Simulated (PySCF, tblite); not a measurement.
# C₃H₈N₂Si: geometry, infrared bands and NMR shifts

Wanted: the infrared bands and NMR shifts of C₃H₈N₂Si (`[H]/N=C/[C@@H]1C[SiH2]N1`), by calculation.

The runs use tblite 0.8.0 and PySCF 2.14.0, with density-fitted response routines of our own; the level of theory stands in each step. All values are computed, except where a source is named. Atoms count from 0, in the outputs and in this text.

### 1 Starting geometry

14 atoms, charge 0, multiplicity 1; geometry from: force field or distance geometry start.

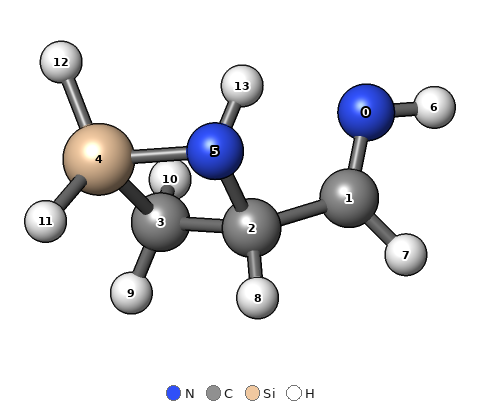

The starting geometry (nitrogen blue, carbon grey, silicon light orange, hydrogen white), atoms numbered; sticks join atoms by distance.

### 2 Relaxing the molecule with GFN2-xTB

The job: settings as JSON, then the geometry in Å.

```
{"job": {"kind": "relax", "xc": "GFN2-xTB", "basis": "xTB"}, "charge": 0, "multiplicity": 1}
N      2.144000     0.453500    -0.724100
C      1.698800    -0.331100     0.194500
C      0.199600    -0.365600     0.619300
C     -0.825800    -0.836100    -0.488600
Si    -1.859900     0.635900    -0.011800
N     -0.370600     1.020600     0.688100
H      3.149700     0.338000    -0.837000
H      2.392700    -1.003800     0.753700
H      0.072300    -0.911300     1.566000
H     -1.272700    -1.825400    -0.284900
H     -0.448700    -0.818400    -1.507900
H     -2.868500     0.398800     1.041700
H     -2.166300     1.609700    -1.082700
H      0.154800     1.634700     0.051600
```

The run is started by

```bash
OMP_NUM_THREADS=1 python probes_run.py task.json out
```

The driver reads the jobs from task.json and runs them one after another.

Log:

```text
step      E/eV     max force
  0    -489.96913    2.769
  1    -490.19274    1.601
  2    -490.25482    0.943
  3    -490.31293    0.598
  4    -490.36249    0.526
  5    -490.38896    0.591
  6    -490.42567    0.570
  7    -490.44843    0.427
  8    -490.46790    0.437
  9    -490.48180    0.359
 10    -490.49368    0.310
 11    -490.50301    0.350
 12    -490.51451    0.354
 13    -490.52885    0.342
 14    -490.54328    0.289
 15    -490.55429    0.244
 16    -490.56234    0.274
 17    -490.56920    0.274
 18    -490.57425    0.480
 19    -490.58420    0.254
 20    -490.59515    0.208
 21    -490.60810    0.260
 22    -490.62037    0.348
 23    -490.63380    0.374
 24    -490.64458    0.321
 25    -490.65095    0.656
 26    -490.65764    0.245
 27    -490.66711    0.321
 28    -490.67650    0.547
 29    -490.68892    0.612
 30    -490.70161    0.412
 31    -490.71036    0.206
 32    -490.71620    0.192
 33    -490.72118    0.195
 34    -490.72603    0.305
 35    -490.73055    0.233
 36    -490.73552    0.157
 37    -490.73912    0.154
 38    -490.74076    0.159
 39    -490.74478    0.185
 40    -490.74944    0.232
 41    -490.75507    0.225
 42    -490.75969    0.150
 43    -490.76392    0.162
 44    -490.76754    0.149
 45    -490.77035    0.145
 46    -490.77274    0.132
 47    -490.77510    0.143
 48    -490.77777    0.156
 49    -490.78055    0.121
 50    -490.78315    0.159
 51    -490.78563    0.137
 52    -490.78886    0.146
 53    -490.79155    0.135
 54    -490.79334    0.110
 55    -490.79438    0.105
 56    -490.79536    0.094
 57    -490.79646    0.082
 58    -490.79760    0.095
 59    -490.79870    0.078
 60    -490.79998    0.109
 61    -490.80125    0.107
 62    -490.80241    0.079
 63    -490.80335    0.073
 64    -490.80429    0.094
 65    -490.80529    0.120
 66    -490.80617    0.102
 67    -490.80665    0.050
 68    -490.80687    0.034
 69    -490.80704    0.040
 70    -490.80725    0.060
 71    -490.80744    0.054
 72    -490.80756    0.029
 73    -490.80761    0.025
 74    -490.80766    0.021
 75    -490.80772    0.034
 76    -490.80781    0.041
 77    -490.80790    0.028
 78    -490.80796    0.025
 79    -490.80801    0.022
 80    -490.80806    0.029
 81    -490.80817    0.047
 82    -490.80836    0.054
 83    -490.80859    0.045
 84    -490.80880    0.032
 85    -490.80897    0.035
 86    -490.80919    0.044
 87    -490.80953    0.052
 88    -490.80989    0.043
 89    -490.81007    0.023
 90    -490.81013    0.026
 91    -490.81018    0.024
 92    -490.81024    0.019
 93    -490.81033    0.020
 94    -490.81041    0.022
 95    -490.81047    0.017
 96    -490.81051    0.016
 97    -490.81056    0.022
 98    -490.81062    0.023
 99    -490.81069    0.042
100    -490.81075    0.015
101    -490.81079    0.021
102    -490.81081    0.006
```

Wall time 0.92 s (1 thread of Arm Neoverse N1, shared host).

Relaxation path: (not every step is listed)

```csv
step,energy from step 0 (eV),largest force (eV/Å)
0,0.0000,2.7691
1,-0.2236,1.6011
2,-0.2857,0.9428
3,-0.3438,0.5976
4,-0.3934,0.5262
5,-0.4198,0.5906
6,-0.4565,0.5699
7,-0.4793,0.4268
8,-0.4988,0.4368
16,-0.5932,0.2737
24,-0.6755,0.3214
32,-0.7471,0.1924
40,-0.7803,0.2319
48,-0.8086,0.1564
56,-0.8262,0.0935
64,-0.8352,0.0940
72,-0.8384,0.0289
80,-0.8389,0.0293
88,-0.8408,0.0431
96,-0.8414,0.0155
97,-0.8414,0.0216
98,-0.8415,0.0226
99,-0.8416,0.0419
100,-0.8416,0.0146
101,-0.8417,0.0214
102,-0.8417,0.0063
```

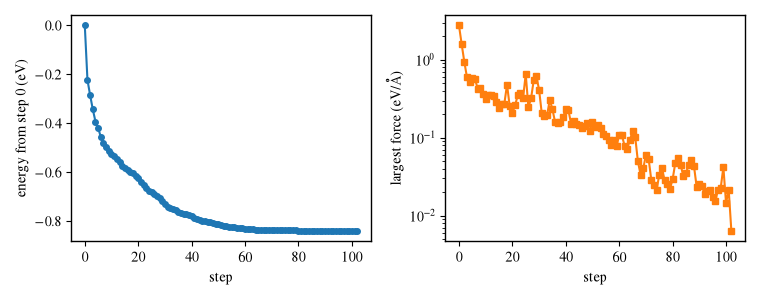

Energy and force, step by step.

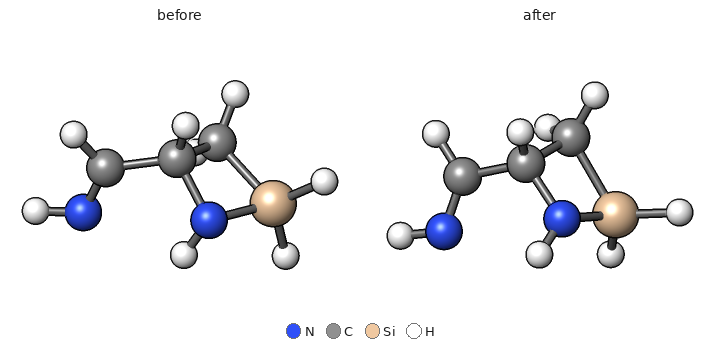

The geometry before (left) and after (right).

Distances of close pairs at the start and the end, largest changes first:

```csv
bond,before (Å),after (Å),change (Å)
C1–C2,1.559,1.490,-0.069
C3–Si4,1.861,1.914,+0.053
C2–N5,1.500,1.454,-0.047
C2–C3,1.581,1.543,-0.038
N0–C1,1.287,1.255,-0.033
Si4–N5,1.690,1.721,+0.032
N5–H13,1.029,1.007,-0.022
C3–H9,1.105,1.085,-0.019
```

The end geometry stands in the next job.

### 3 Harmonic vibrations with GFN2-xTB

The job: settings as JSON, then the geometry in Å.

```
{"job": {"kind": "ir", "xc": "GFN2-xTB", "basis": "xTB"}, "charge": 0, "multiplicity": 1}
N      2.004365     0.796438    -0.509166
C      1.556941    -0.299338    -0.093248
C      0.267659    -0.370884     0.649938
C     -0.846741    -1.010708    -0.204105
Si    -1.676878     0.713959    -0.240745
N     -0.383564     0.908335     0.878591
H      2.883205     0.749994    -1.020277
H      2.038796    -1.278982    -0.238701
H      0.447137    -0.901795     1.595994
H     -1.372367    -1.803772     0.317869
H     -0.485739    -1.403946    -1.150136
H     -2.969321     0.859445     0.425765
H     -1.662116     1.348586    -1.560386
H      0.197945     1.692194     1.126440
```

Log:

```text
mode    cm-1     km/mol
  1      63.3      2.95
  2     121.8      8.39
  3     243.7      8.76
  4     323.0     15.35
  5     419.9      8.60
  6     451.1     41.78
  7     509.2     57.39
  8     578.1     89.44
  9     625.1     67.33
 10     655.2     74.28
 11     717.8     61.68
 12     740.3     93.93
 13     784.1     58.85
 14     795.6    227.94
 15     901.8     35.98
 16     921.6     61.92
 17    1012.5     25.57
 18    1047.4     14.13
 19    1055.5     13.63
 20    1110.4     18.41
 21    1153.3      5.17
 22    1176.2     48.17
 23    1209.7     20.08
 24    1262.6     41.54
 25    1301.3     40.20
 26    1365.6     27.32
 27    1473.2      0.50
 28    1732.7    131.04
 29    2233.7    442.65
 30    2272.3    260.99
 31    2804.4    142.99
 32    2855.3     83.35
 33    3019.6     45.53
 34    3032.3     34.10
 35    3335.4     23.19
 36    3470.2      1.51
```

It took 0.61 s on 1 thread of Arm Neoverse N1, shared host.

Which atoms move in the most intense modes:

```csv
cm⁻¹,km/mol,atoms
578,89.4,"H13 25 %, Si4 25 %"
740,93.9,"C3 34 %, H10 29 %, Si4 17 %"
796,227.9,"H12 46 %, H11 43 %"
1733,131.0,"C1 59 %, N0 37 %"
2234,442.6,"H12 84 %, H11 12 %"
2272,261.0,"H11 85 %, H12 12 %"
2804,143.0,H7 93 %
2855,83.3,H8 93 %
```

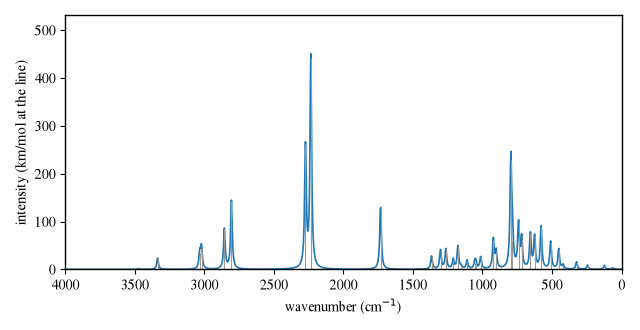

The infrared spectrum from these modes, unscaled. Lines are broadened to a width of 14 cm⁻¹ (Lorentzian).

### 4 NMR shieldings: PBE0/pcSseg-1

Settings changed since step 3:

```diff
@@ -1,2 +1,2 @@
-{"job": {"kind": "ir", "xc": "GFN2-xTB", "basis": "xTB"}, "charge": 0, "multiplicity": 1}
+{"job": {"kind": "nmr", "xc": "PBE0", "basis": "pcSseg-1"}, "charge": 0, "multiplicity": 1}
 N      2.004365     0.796438    -0.509166
```

With the program's defaults for keys left out, this is: GIAO PBE0/pcSseg-1 NMR shielding, non-relativistic, gas phase.

Log:

```text
coarse grid: 11968 points
cycle   1  E = -517.5713575930  dE =  7.970e-01  |g| = 5.377e-01  |ddm| = 3.420e+00
cycle   2  E = -517.4896624213  dE =  8.170e-02  |g| = 8.163e-01  |ddm| = 1.448e+00
cycle   3  E = -517.6372971467  dE = -1.476e-01  |g| = 9.186e-02  |ddm| = 9.156e-01
cycle   4  E = -517.6387450819  dE = -1.448e-03  |g| = 4.788e-02  |ddm| = 1.031e-01
cycle   5  E = -517.6392641818  dE = -5.191e-04  |g| = 1.151e-02  |ddm| = 5.242e-02
cycle   6  E = -517.6392903594  dE = -2.618e-05  |g| = 3.762e-03  |ddm| = 1.393e-02
cycle   7  E = -517.6392932748  dE = -2.915e-06  |g| = 7.116e-04  |ddm| = 4.008e-03
final grid: 110512 points
cycle   8  E = -517.6702765189  dE = -2.397e-05  |g| = 7.611e-03  |ddm| = 2.332e-02
cycle   9  E = -517.6702668964  dE =  9.622e-06  |g| = 1.002e-02  |ddm| = 1.718e-02
cycle  10  E = -517.6702905518  dE = -2.366e-05  |g| = 9.271e-04  |ddm| = 9.830e-03
cycle  11  E = -517.6702907158  dE = -1.640e-07  |g| = 3.660e-04  |ddm| = 1.000e-03
cycle  12  E = -517.6702907431  dE = -2.733e-08  |g| = 9.909e-05  |ddm| = 3.662e-04
cycle  13  E = -517.6702907451  dE = -2.006e-09  |g| = 3.587e-05  |ddm| = 1.240e-04
cycle  14  E = -517.6702907454  dE = -2.574e-10  |g| = 8.802e-06  |ddm| = 3.939e-05
converged SCF energy = -517.6702907454

GIAO shielding tensors (ppm)
atom      isotropic    diamagn.    paramagn.     s11        s22        s33       span
  0 N      -69.619     320.386    -390.005   -388.662    -71.290    251.094    639.756
  1 C        6.276     252.826    -246.551   -105.100      3.596    120.331    225.432
  2 C      122.469     246.953    -124.484    105.352    116.189    145.864     40.512
  3 C      172.662     252.496     -79.833    151.548    165.564    200.875     49.328
  4 Si     367.241     879.215    -511.974    336.274    338.480    426.969     90.695
  5 N      236.190     323.569     -87.379    196.199    235.511    276.859     80.660
  6 H       21.124      29.255      -8.131     14.430     24.011     24.932     10.502
  7 H       23.227      30.230      -7.003     21.743     23.803     24.134      2.392
  8 H       27.179      30.462      -3.284     23.203     25.352     32.981      9.778
  9 H       29.778      30.589      -0.810     26.245     27.259     35.832      9.587
 10 H       30.582      31.334      -0.752     27.200     28.433     36.114      8.914
 11 H       26.181      28.740      -2.559     22.931     23.879     31.732      8.801
 12 H       26.116      28.980      -2.864     22.949     24.216     31.183      8.235
 13 H       30.688      33.062      -2.374     23.079     26.684     42.302     19.223
```

It took 39 s on 1 thread of Arm Neoverse N1, shared host; peak memory 0.71 GiB.

Shifts follow as δ = σ(reference) − σ, with reference shieldings (ppm) from runs at the same level and on the same kind of geometry: ¹H TMS 31.72, ¹³C TMS 186.9, ²⁹Si TMS 349.2, ¹⁵N NH3 267.7. The references are single molecules in the gas phase, so shifts against H2O, NH3, PH3, H3PO4 or CFCl3 are not on the usual liquid scales and can be off by tens of ppm.

```
atoms                                                   environment  σ (ppm)  δ (ppm)  δ scaled to CDCl3
   C1                                                    C=N carbon      6.3    180.6              174.4
   C2                                            sp3 CH bonded to N    122.5     64.5               61.0
   C3                                          sp3 CH2 bonded to Si    172.7     14.3               12.0
   H6                                 hydrogen on an imine nitrogen    21.12    10.59                  –
   H7                                      hydrogen on a C=N carbon    23.23     8.49               8.11
  H12    hydrogen on a silicon bonded to C, N, in a 4-membered ring    26.12     5.60                  –
  H11    hydrogen on a silicon bonded to C, N, in a 4-membered ring    26.18     5.54                  –
   H8                             hydrogen on an sp3 CH bonded to N    27.18     4.54               4.38
   H9                           hydrogen on an sp3 CH2 bonded to Si    29.78     1.94               1.93
  H10                           hydrogen on an sp3 CH2 bonded to Si    30.58     1.13               1.18
  H13  hydrogen on a nitrogen bonded to C, Si, in a 4-membered ring    30.69     1.03                  –
   N0                                                imine nitrogen    -69.6    337.3                  –
   N5             nitrogen bonded to C, Si, H, in a 4-membered ring    236.2     31.5                  –
  Si4             silicon bonded to C, N, 2 H, in a 4-membered ring    367.2    -18.1                  –
```

The scaled column applies a straight-line fit of computed shieldings to shifts measured in CDCl3 (root-mean-square error 0.16 ppm for H, 1.9 ppm for C).

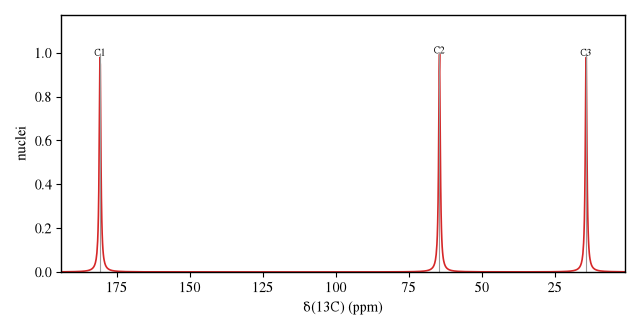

¹³C lines at the computed shifts, without couplings. Lines are broadened to a width of 0.67 ppm (Lorentzian).

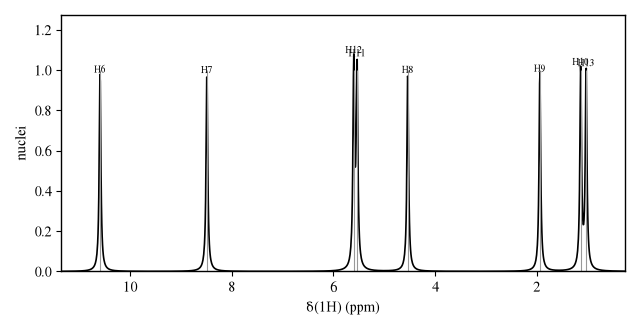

¹H lines at the computed shifts, without couplings. Lines are broadened to a width of 0.04 ppm (Lorentzian).

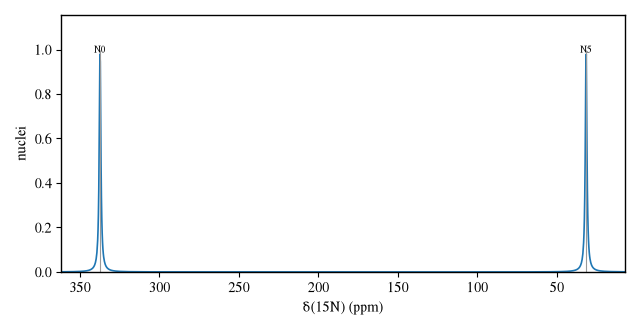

¹⁵N lines at the computed shifts, without couplings. Lines are broadened to a width of 1 ppm (Lorentzian).

Charges from the same density, by scheme (e):

| atoms | Mulliken | IAO | Hirshfeld | ESP fit |
| --- | --- | --- | --- | --- |
| N0 | -0.34 | -0.45 | -0.23 | -0.71 |
| C1 | 0.07 | 0.04 | 0.05 | 0.28 |
| C2 | -0.04 | -0.01 | 0.01 | 0.37 |
| C3 | -0.48 | -0.55 | -0.16 | -0.63 |
| Si4 | 0.76 | 0.90 | 0.39 | 0.80 |
| N5 | -0.58 | -0.68 | -0.25 | -0.78 |

ESP fit charges:

N0 -0.71; C1 0.28; C2 0.37; C3 -0.63; Si4 0.80; N5 -0.78; H6 0.36; H7 -0.01; H8 0.00; H9 0.16; H10 0.15; H11 -0.17; H12 -0.16; H13 0.34

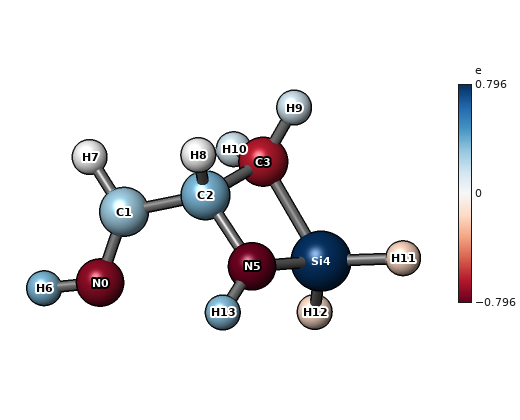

ESP fit charges, as colours on the atoms.

Mayer bond orders: N0–C1 2.05, C1–C2 0.95, C2–C3 0.95, C3–Si4 0.91, Si4–N5 1.04, N5–C2 0.99.

Ring of atoms C2, C3, Si4, N5: NICS(0) -3.5, NICS(1) -1.0, NICS(1)zz 2.5 ppm (means of both faces).

Orbitals, density, ELF and potential are computed afterwards from the orbital file.

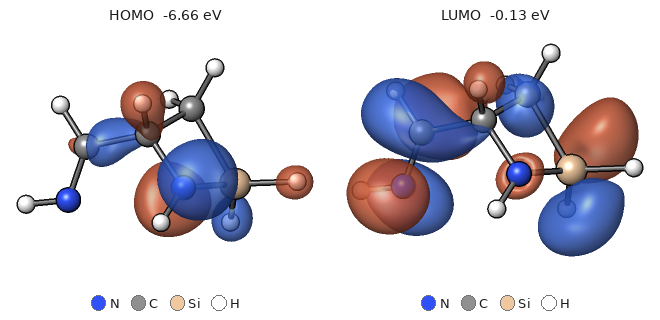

PBE0/pcSseg-1 orbitals near the gap, drawn at the value that encloses 70 % of each; the two colours are the two signs.

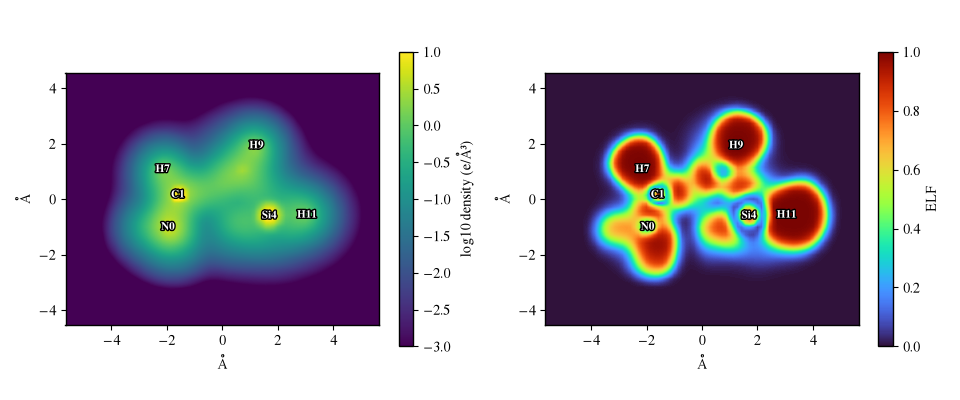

Density (left) and ELF (right) in a plane through or near 6 of the atoms.

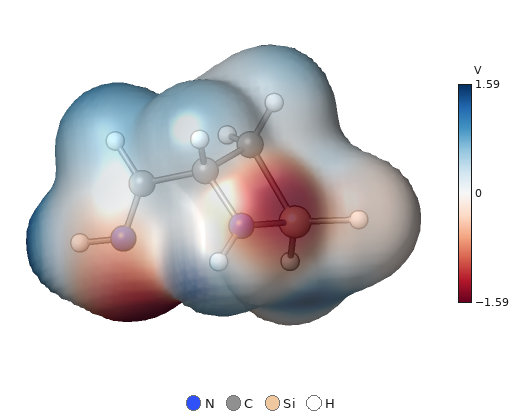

The potential that a unit positive charge feels on the 0.002 e/bohr³ surface, from -1.59 V near N0 to 1.37 V near H6.

### 5 What came out

```
                                 quantity                                                value
strongest single infrared mode (GFN2-xTB)                                2234 cm⁻¹, 443 km/mol
             zero-point energy (GFN2-xTB)                                        66.9 kcal/mol
   ¹³C shifts against TMS (PBE0/pcSseg-1)                                180.6, 64.5, 14.3 ppm
    ¹H shifts against TMS (PBE0/pcSseg-1)  10.59, 8.49, 5.60, 5.54, 4.54, 1.94, 1.13, 1.03 ppm
   ¹⁵N shifts against NH3 (PBE0/pcSseg-1)                                      337.3, 31.5 ppm
  ²⁹Si shifts against TMS (PBE0/pcSseg-1)                                            -18.1 ppm
    surface potential, least and greatest                                   -1.59 V and 1.37 V
```

**Reading.** Relaxing lowered the energy by 0.842 eV in 102 steps; the close pair that moved most is C1–C2, from 1.559 to 1.490 Å. No mode is imaginary among the 36: a minimum at this level. The strongest single mode, at 2234 cm⁻¹, moves mainly H12. Unscaled tight-binding wavenumbers are off by several per cent, some by more. Its intensities can rank the bands wrongly. At PBE0/pcSseg-1: The widest tensor belongs to N0: span 640 ppm, with a paramagnetic part of -390 ppm.
